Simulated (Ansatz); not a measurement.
**C2H4ClSi (SMILES C=C[SiH]Cl): UBLYP/def2-SVP**

Aim: the electronic atomisation energy of C2H4ClSi at UBLYP/def2-SVP, from 5 runs. 

The results are computed with Ansatz 0.2.0.

57 further runs of the same task are left out: 57 set aside as unsound or not needed.

## Step 1: The system as given

The species is C2H4ClSi (8 atoms), meant as a doublet with charge 0. As SMILES, `C=C[SiH]Cl`. The coordinates come from a PBE0-D4/def2-TZVP relaxation.

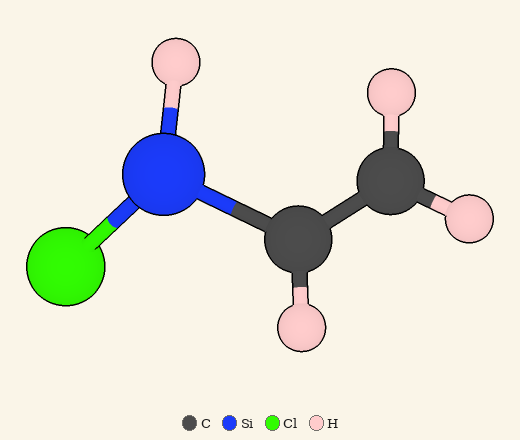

The structure, seen from a chosen angle (carbon dark grey, silicon blue, chlorine green, hydrogen pink).

## Step 2: A single-point energy at UBLYP/def2-SVP

Input file molecule.yaml:

```yaml
basis:
  gaussian: {orbitals: def2-SVP}
crystal:
  periodic: [false, false, false]
  atoms:
    - symbol: C
      position_ang: [0.647000, 1.027000, -0.659700]
    - symbol: C
      position_ang: [0.628500, -0.066700, 0.105400]
    - symbol: Si
      position_ang: [-0.903600, -0.642600, 0.947100]
    - symbol: Cl
      position_ang: [-1.031600, -2.697900, 0.941300]
    - symbol: H
      position_ang: [-0.256900, 1.588200, -0.880600]
    - symbol: H
      position_ang: [1.563900, 1.404900, -1.102500]
    - symbol: H
      position_ang: [1.561300, -0.591000, 0.301600]
    - symbol: H
      position_ang: [-2.116300, -0.079100, 0.291500]
magnetization: {spin_polarized: true, initial_magnetization: 1}
hamiltonian: {xc: {name: BLYP}}
output: {orbitals: {seedname: orbitals}}
accuracy: high
```

Run with:

```
$ ansatz run molecule.yaml --threads 1 --pin off --max-ram 3480MiB --events-out events.jsonl --progress --plain --runs-dir runs
```

What it wrote:

```text
Warning: RAYON_NUM_THREADS=1 ignored (pool sized by the plan → 1); use --threads N
Functional definition: BLYP
  name "BLYP"
  parameter beta = 0.0042
  parameter a = 0.04918
  parameter b = 0.132
  parameter c = 0.2533
  parameter d = 0.349
  exchange = b88_x(beta = beta)
  correlation = lyp_c(a = a, b = b, c = c, d = d)
1845 factors; integrals over basis functions are off by at most 4.0e-9 eV
mean field evaluation 1: about -22512.5315 eV, gradient 5.1e1 eV
mean field evaluation 2: about -22358.8683 eV, gradient 1.4e2 eV
mean field evaluation 4: about -22528.9211 eV, gradient 7.9e0 eV
mean field evaluation 8: about -22529.3712 eV, gradient 3.9e-1 eV
mean field evaluation 16: about -22529.3651 eV, gradient 2.6e-4 eV
mean field -22529.36509059 eV, -827.9388961269 hartree, gradient 5.5e-8 eV, S^2 0.752770; 0 other end points of the search recorded, 0 dependent functions left out
reference -22529.36514451 eV, -827.9388981085 hartree; 24, 23 occupied and 60, 61 virtual orbitals, 1845 factors
Total energy: -22529.36514451 eV, -827.9388981085 hartree
```

It took 9.9 s on 1 thread of Intel Xeon Platinum 8488C (Sapphire Rapids), shared host; peak memory 0.29 GiB.

## Step 3: The C atom

Input file run.yaml:

```yaml
crystal:
  periodic: [false, false, false]
  atoms:
    - {symbol: C, position_ang: [0.000000, 0.000000, 0.000000]}
basis:
  gaussian: {orbitals: def2-SVP}
magnetization: {spin_polarized: true, initial_magnetization: 2}
hamiltonian: {xc: {name: BLYP}}
accuracy: high
```

Run the same way, it converges to -37.80070 Eh (log not shown).

## Step 4: The Cl atom at the same level

Input file in.yaml:

```yaml
crystal:
  periodic: [false, false, false]
  atoms:
    - {symbol: Cl, position_ang: [0.000000, 0.000000, 0.000000]}
basis:
  gaussian:
    orbitals: def2-SVP
accuracy: high
magnetization:
  spin_polarized: true
  initial_magnetization: 1
hamiltonian:
  xc: {name: BLYP}
```

Run the same way, it converges to -459.98664 Eh (log not shown).

## Step 5: The H atom at the same level

Input file job.yaml:

```yaml
basis:
  gaussian:
    orbitals: def2-SVP
crystal:
  periodic: [false, false, false]
  atoms:
    - {symbol: H, position_ang: [0.000000, 0.000000, 0.000000]}
magnetization:
  spin_polarized: true
  initial_magnetization: 1
hamiltonian:
  xc: {name: BLYP}
accuracy: high
```

Run with:

```
$ ansatz run job.yaml --threads 1 --pin off --max-ram 3480MiB --events-out events.jsonl --progress --plain --runs-dir runs
```

What it wrote:

```text
Warning: RAYON_NUM_THREADS=1 ignored (pool sized by the plan → 1); use --threads N
Functional definition: BLYP
  name "BLYP"
  parameter beta = 0.0042
  parameter a = 0.04918
  parameter b = 0.132
  parameter c = 0.2533
  parameter d = 0.349
  exchange = b88_x(beta = beta)
  correlation = lyp_c(a = a, b = b, c = c, d = d)
15 factors; integrals over basis functions are off by at most 8.9e-10 eV
mean field evaluation 1: about -13.5052 eV, gradient 4.7e-1 eV
mean field evaluation 2: about -13.5079 eV, gradient 5.6e-2 eV
mean field evaluation 4: about -13.5078 eV, gradient 4.6e-5 eV
mean field evaluation 8: about -13.5078 eV, gradient 3.7e-9 eV
mean field -13.50782747 eV, -0.4964035038 hartree, gradient 3.7e-9 eV, S^2 0.750000; 0 other end points of the search recorded, 0 dependent functions left out
reference -13.50785355 eV, -0.4964044622 hartree; 1, 0 occupied and 4, 5 virtual orbitals, 15 factors
Total energy: -13.50785355 eV, -0.4964044622 hartree
```

Run time: 0.1 s. Hardware: 1 thread of Intel Xeon Platinum 8488C (Sapphire Rapids), shared host.

## Step 6: The Si atom at the same level

Input file in.yaml:

```yaml
crystal:
  periodic: [false, false, false]
  atoms:
    - {symbol: Si, position_ang: [0.000000, 0.000000, 0.000000]}
basis:
  gaussian: {orbitals: def2-SVP}
magnetization: {spin_polarized: true, initial_magnetization: 2}
hamiltonian: {xc: {name: BLYP}}
accuracy: high
```

Run the same way, it converges to -289.27769 Eh (log not shown).

## Step 7: Results

At UBLYP/def2-SVP:

| quantity | value |
| --- | --- |
| molecule: total energy | -827.93890 Eh |
| molecule: HOMO energy (highest over α and β) | -4.54 eV |
| molecule: LUMO energy (lowest over α and β) | -3.31 eV |
| molecule: ⟨S²⟩ | 0.753 |
| C atom: total energy | -37.80070 Eh |
| C atom: ⟨S²⟩ | 2.002 |
| Cl atom: total energy | -459.98664 Eh |
| Cl atom: ⟨S²⟩ | 0.751 |
| H atom: total energy | -0.49640 Eh |
| H atom: ⟨S²⟩ | 0.750 |
| Si atom: total energy | -289.27769 Eh |
| Si atom: ⟨S²⟩ | 2.002 |
| electronic atomisation energy | 29.594 eV |

Taking the molecule apart into free atoms costs 29.59 eV (682 kcal/mol), before zero-point energy and without spin-orbit coupling.
